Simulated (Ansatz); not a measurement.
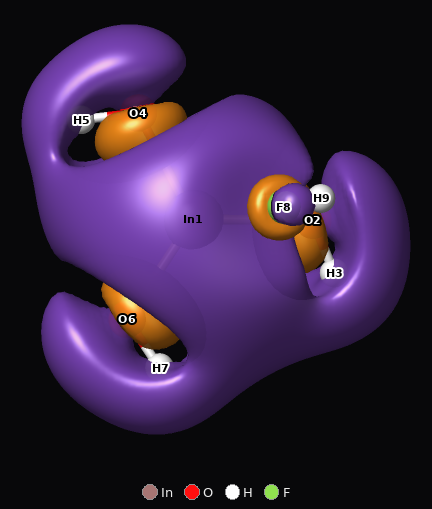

The picture shows: H₃InO₃···HF. One frontier orbital at ±0.05 Å⁻³ᐟ² (orange and purple are the two phases), seen at a tilt.

Core potentials replace the inner electrons of In; not at a stationary point (largest force 0.6 eV/Å).

Theory: RKS B3LYP-D4/def2-SVP (Ansatz).

```xyz
9

In    0.0458   -0.3447    0.0986
O    -0.1243   -0.1644    2.0870
H    -1.0279   -0.3049    2.4010
O     1.8858   -0.4501   -0.6688
H     1.8460   -0.6442   -1.6175
O    -1.5361   -0.6809   -1.0900
H    -2.3787   -0.6066   -0.6184
F     0.1210    2.5609    1.1491
H     0.2119    1.9987    1.8836
```

### Which orbital is it: HOMO or LUMO?

The LUMO, at −2.20 eV. It lies mainly on In1 (about 50 %), O6 (about 15 %), O4 (about 15 %) and O2 (about 10 %).
